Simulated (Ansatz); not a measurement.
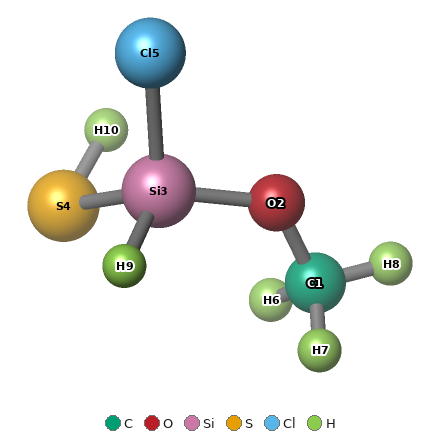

The system is CH5ClOSSi, SMILES CO[SiH](S)Cl; the picture shows the reference structure. 
- The first coordinate is: dihedral C1–O2–Si3–S4; the second: dihedral O2–Si3–S4–H10.
- Nothing is relaxed (all other coordinates rigid).
- The scan uses a 10 × 10 grid.
- Points are written as (first, second).
- Energies: cm⁻¹, counted from the lowest grid point.
- Computed with RKS PBE-D4/def2-SVP in Ansatz 0.2.0.

Its coordinates:

```xyz
10

C     0.5782   -0.3031   -1.4607
O     0.9311    0.0229   -0.1245
Si   -0.0615   -0.2095    1.1929
S    -2.0020    0.6752    0.9107
Cl    0.9708    0.6530    2.7624
H    -0.4330    0.0788   -1.7270
H     0.5912   -1.4033   -1.6319
H     1.3224    0.1613   -2.1385
H    -0.3229   -1.6522    1.4979
H    -1.4911    1.9257    0.7217
```

Range: dihedral C1–O2–Si3–S4 from −180 to 144°; dihedral O2–Si3–S4–H10 from −180 to 144°.

### What landscape does the calculation give?

The lowest grid point is at (72°, −72°); the map holds 2 wells of about this depth. The bottom of the well lies between grid points, at about (60°, −70°), about 45 cm⁻¹ lower on the interpolated surface. Higher local minima lie near (−180°, −72°) (148 cm⁻¹ above the lowest at that grid point); (72°, 72°) (396 cm⁻¹ above the lowest at that grid point); (−36°, 108°) (550 cm⁻¹ above the lowest at that grid point). The highest grid point, (0°, 0°), lies 1550 cm⁻¹ above the lowest. On the interpolated surface the easiest way out of the lowest well to the well at about (−50°, −60°) passes a barrier of about 480 cm⁻¹, counted from the interpolated bottom of the well. Round the minimum the two coordinates are weakly coupled (coupling −0.14 in units of the two stiffnesses).

```
dihedral O2–Si3–S4–H10 ↓, dihedral C1–O2–Si3–S4 →  −180  −144  −108   −72   −36     0    36   72   108   144
                                              144   745  1160  1178   591   611   892   616  428   795   806
                                              108   627  1105  1332   741   550   873   551  407   895   821
                                               72   740  1109  1438  1067   808   961   589  396  1019  1034
                                               36   994  1259  1531  1335  1380  1360   908  576  1150  1255
                                                0   804  1063  1183   936  1306  1550  1012  585   941   987
                                              −36   270   607   669   192   328   866   447  180   522   460
                                              −72   148   519   701   176    59   435   126    0   509   433
                                             −108   618   895  1210   849   594   811   464  343  1037  1032
                                             −144  1046  1184  1393  1194  1006  1100   767  545  1247  1405
                                             −180   962  1168  1170   833   852   975   693  434   923  1098
```

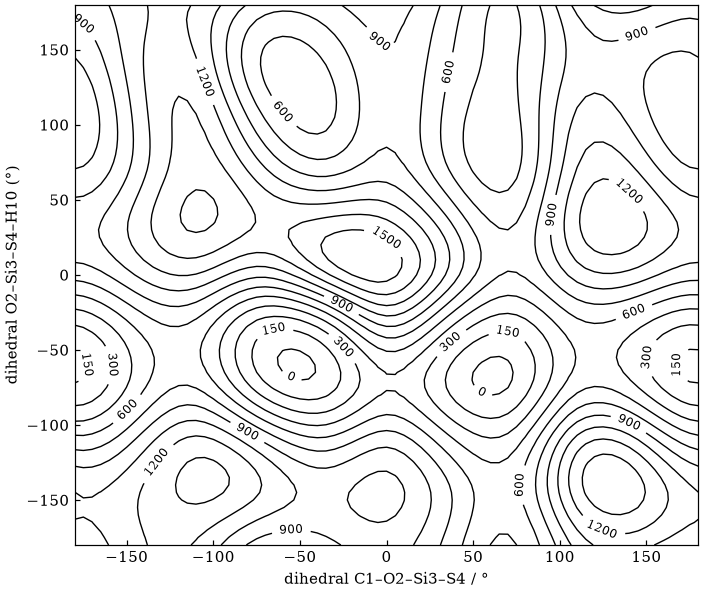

The picture shows contour lines labelled in cm⁻¹ (none above 1650). Between grid points the surface is interpolated.

The whole map (100 points run) took 9.4 min on 1 thread of Arm Neoverse V2 (shared host).
